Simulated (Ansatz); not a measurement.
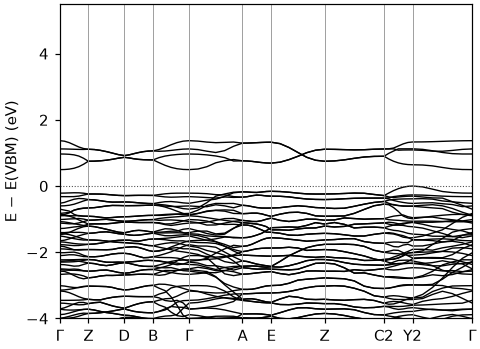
Fig. 1. Band structure from r²SCAN in the plane-wave PAW code Ansatz

Read off the gap and where the band edges lie.

About 0.5 eV (0.50 eV by a search for the band edges); maximum at Y2, minimum at Γ.

Which of these materials gives this?
(A) CuPO4, P2_1/c (Pearson symbol mP24)
(B) CuTe2I, P2_1/c (Cu on 4e, Te on 4e, Te on 4e, I on 4e)
(C) NiTeO4, P2_1/c (Ni on 2c, Te on 2b, O on 4e, O on 4e)
(D) SbOsSe, P2_1/c (Sb on 4e, Os on 4e, Se on 4e)

A, CuPO4, P2_1/c (Pearson symbol mP24)

The first step of the workflow began from a Materials Project structure, measured or hypothetical; the Crystallography Open Database copy checked does not list it. Whether it is the stable phase at ambient conditions was not checked. The cell was relaxed with r²SCAN under the symmetry of its start; its stability against distortions is not shown here. No spin polarisation was allowed. No Hubbard U is applied.

Potentials: the later of the program's two PAW sets.
